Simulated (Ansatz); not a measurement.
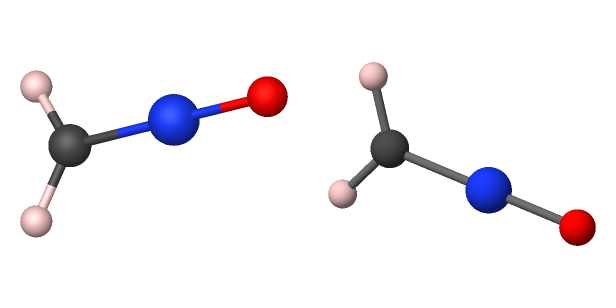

The same structure drawn twice, from different directions. Colours: carbon dark grey, silicon blue, oxygen red, hydrogen pink.

Give the formula.

Answer. CH2OSi, 5 atoms: 1 carbon, 2 hydrogen, 1 oxygen and 1 silicon.

How many bonds of each kind are drawn?

Answer. 2 C–H, 1 C–Si, 1 O–Si. Sticks follow a distance rule.

More results for the same structure follow; atom numbers are the same in all pictures, views and colours differ. Computed geometry: PBE0-D4/def2-TZVP optimisation. No frequency run is at hand to confirm it as a minimum.

## Geometry

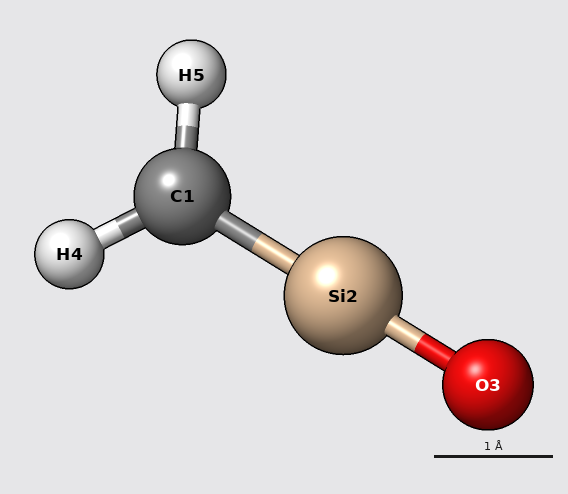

The atoms are numbered. No frequency run is at hand to confirm it as a minimum.

Give the bond lengths.

```json
{"bond": "C1–Si2", "length (Å)": "1.678"}
{"bond": "C1–H4", "length (Å)": "1.081"}
{"bond": "C1–H5", "length (Å)": "1.081"}
{"bond": "Si2–O3", "length (Å)": "1.510"}
```

## Electronic properties

No frequency run is at hand to confirm it as a minimum. Method: RKS PBE0-D4/def2-TZVPP (Ansatz 0.2.0).

Estimate the HOMO energy (Kohn–Sham orbital).

Answer. −7.05 eV.

What is the LUMO energy (Kohn–Sham orbital)?

Answer. −2.08 eV.

## Charges

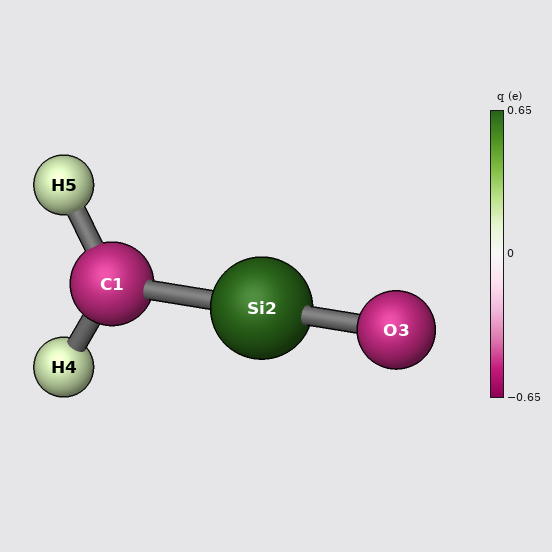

Atoms are coloured by their Mulliken charges. No frequency run is at hand to confirm it as a minimum. Properties computed with RKS PBE0-D4/def2-TZVP (Ansatz 0.2.0).

List the Mulliken charges.

```tsv
atom	value (e)
C1	−0.49
Si2	0.63
O3	−0.49
H4	0.18
H5	0.18
```

## Dipole moment

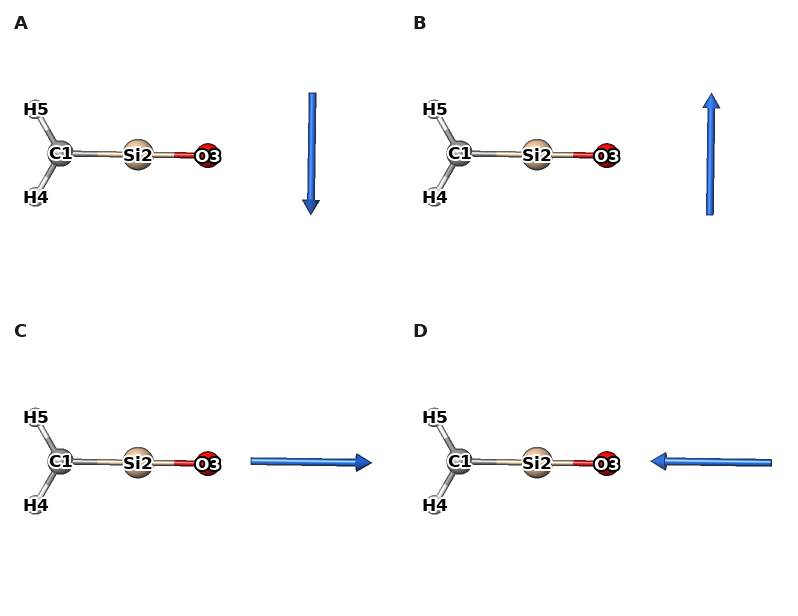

The same molecule four times, each with an arrow. No frequency run is at hand to confirm it as a minimum. Level of theory: RKS PBE0-D4/def2-TZVP (Ansatz 0.2.0).

Which arrow points along the dipole moment, from the negative to the positive end?

Answer. D. The dipole moment is 2.35 D; it points from the side of O3 to the side of H4, H5 (the outermost atoms at the two ends).

Mulliken values depend strongly on the basis set and can even reverse the polarity of a bond.
